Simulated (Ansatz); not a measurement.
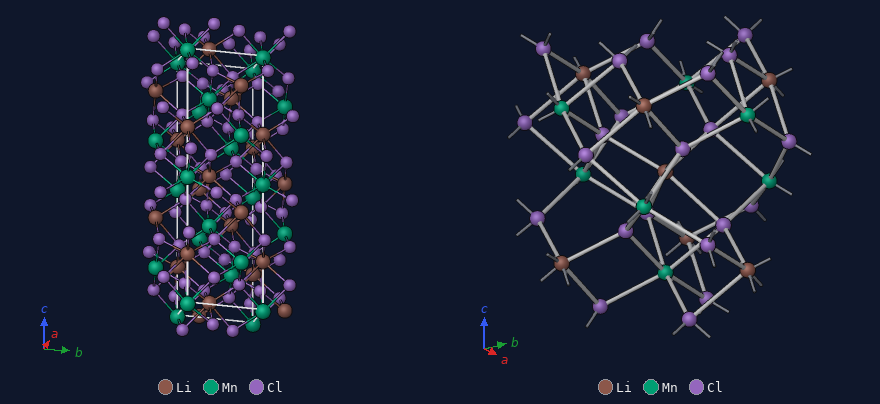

Left: the structure. Right: its underlying net. Nodes are coloured by element. Edges to nodes outside the piece are drawn as stubs.

The compound is LiMnCl₃ (space group R3c, No. 161), taken as coordinates from a relaxation with Ansatz 0.2.0, DFT, PAW plane waves, pbe+U; the starting structure was generated, so it need not be a known form of this composition.

Bonds are taken as Cl–Li below 3 Å and Cl–Mn below 3 Å; no other contact counts. Atoms with one bond or none are removed and atoms with two bonds are replaced by edges, until no such atom is left.

The result is a binodal (4,6)-connected, three-periodic net: Cl is a 4-connected node; Li and Mn are 6-connected nodes, in the ratio 3:2. It is the cor net, known from corundum. It is a single net, without interpenetration.

| node | links | point symbol | coordination sequence |
| --- | --- | --- | --- |
| Cl | 4 | 4³·6³ | 4 16 26 66 70 |
| Li and Mn | 6 | 4⁶·6⁹ | 6 13 39 46 105 |
